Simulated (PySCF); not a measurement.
Consider C4H12P2Si.

```xyz
19

Si   -1.5656    1.6771    1.2146
C    -0.5263    0.6600   -0.0150
C    -1.1908   -0.6374   -0.4746
C    -0.0819   -1.5735   -0.9376
C     0.9404   -1.5917    0.1903
P     1.1229    0.1769    0.7607
P     2.4027    0.8690   -0.8550
H    -2.8498    1.9937    0.5845
H    -1.7770    0.8715    2.4174
H    -0.8431    2.9068    1.5401
H    -0.2980    1.2785   -0.8918
H    -1.7244   -1.1020    0.3589
H    -1.9123   -0.4406   -1.2693
H     0.3805   -1.1720   -1.8438
H    -0.4578   -2.5753   -1.1531
H     0.5735   -2.1831    1.0344
H     1.9067   -1.9994   -0.1146
H     3.5744    0.6584   -0.1292
H     2.3159    2.1927   -0.4244
```

Geometry: GFN2-xTB.

These are results of PBE0/pcSseg-1, SCF density, gas phase, non-relativistic (PySCF), not measurements.

Predict the electron density and electron localisation function between the atoms.

C–C (1.53 Å): the density is about 1.6 e/Å³ at the midpoint; the ELF peaks at about 0.95 between the atoms (a shared electron pair).
C–Si (1.90 Å): the density is about 0.91 e/Å³ at the midpoint; the ELF peaks at about 0.95 between the atoms, as expected for a covalent bond.

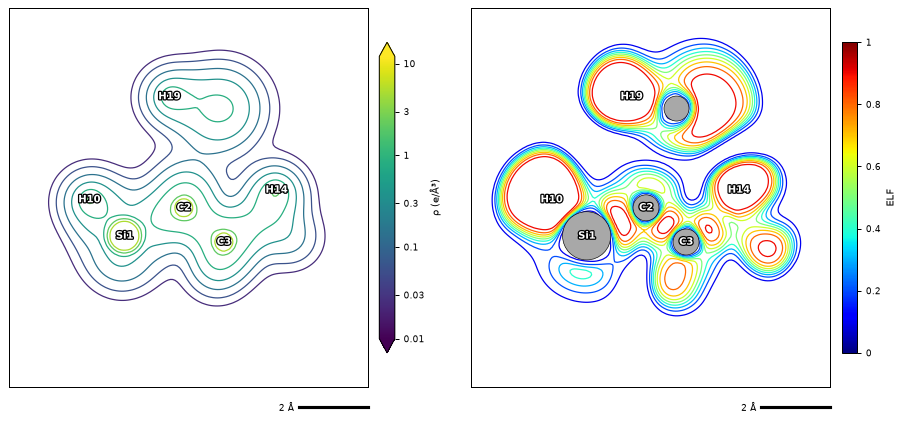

Computed electron density and electron localisation function on the plane of atoms Si1, C2 and C3, in this order. Grey discs cover the atomic cores in the ELF map. 
